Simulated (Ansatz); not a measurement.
One crystal and one scan (energy against volume) at two levels, PBE (plane waves to 420 eV, PAW, scalar-relativistic; Ansatz, a quantum-chemistry and plane-wave program) and r2SCAN (plane waves to 500 eV, PAW, scalar-relativistic; Ansatz), each from its own relaxed cell and on its own mesh. The cell shown is that of PBE.

CsPbBr3 (cubic perovskite)

```yaml
crystal:
  lattice:
    - [6.00278, 0.00000, 0.00000]
    - [0.00000, 6.00278, 0.00000]
    - [0.00000, 0.00000, 6.00278]
  atoms:
    - { symbol: Cs, position: [0.00000, 0.00000, 0.00000] }
    - { symbol: Pb, position: [0.50000, 0.50000, 0.50000] }
    - { symbol: Br, position: [0.00000, 0.50000, 0.50000] }
    - { symbol: Br, position: [0.50000, 0.50000, 0.00000] }
    - { symbol: Br, position: [0.50000, 0.00000, 0.50000] }
```

The volume is varied about the relaxed value V₀ at fixed cell shape. Symmetry pins the atoms to their sites.

The energy includes the smearing's −TS. CsPbBr3 was relaxed with its symmetry unable to fall. Spin-orbit coupling is left out, though Pb is heavy. This is a high-temperature form of CsPbBr3. Percentages come from the unrounded values. Both scans cover V/V₀ from 0.900 to 1.100.

```csv
quantity,PBE,r2SCAN,PBE − r2SCAN
Lattice constant a (Å),6.003,5.938,+0.065 (+1.1 %)
"Band gap of the relaxed cell, no spin-orbit coupling (eV)",1.78,2.03,-0.25 (-12 %)
Pressure at the smallest volume (GPa),2.50,2.86,-0.36 (-12 %)
Energy cost of the largest compression (meV/atom),30.6,33.8,-3.2 (-9.4 %)
Energy cost of the largest expansion (meV/atom),20.9,23.0,-2.1 (-9 %)
Bulk modulus B₀ (third-order Birch-Murnaghan fit) (GPa),18.5,21.1,-2.6 (-12 %)
Pressure derivative B₀′ (fit),4.7,4.7,0.0
Pressure for 5 % compression (fit) (GPa),1.1,1.2,-0.1
```

PBE gives the higher value for: lattice constant a. PBE gives the lower value for: band gap of the relaxed cell, no spin-orbit coupling; pressure at the smallest volume; energy cost of the largest compression; energy cost of the largest expansion; bulk modulus B₀. They agree on: pressure derivative B₀′ (within 1.5 %). Neither level is exact: the differences show how much the result hangs on the functional.

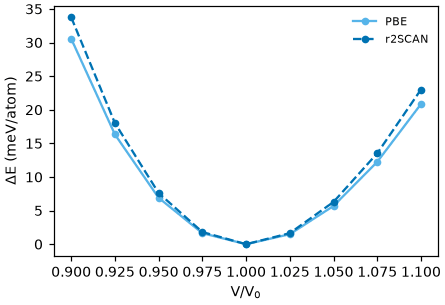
*ΔE, each from the relaxed starting cell of its own level.*

(Under strain, the slope of the energy per volume gives the stress and its curvature an elastic modulus.)
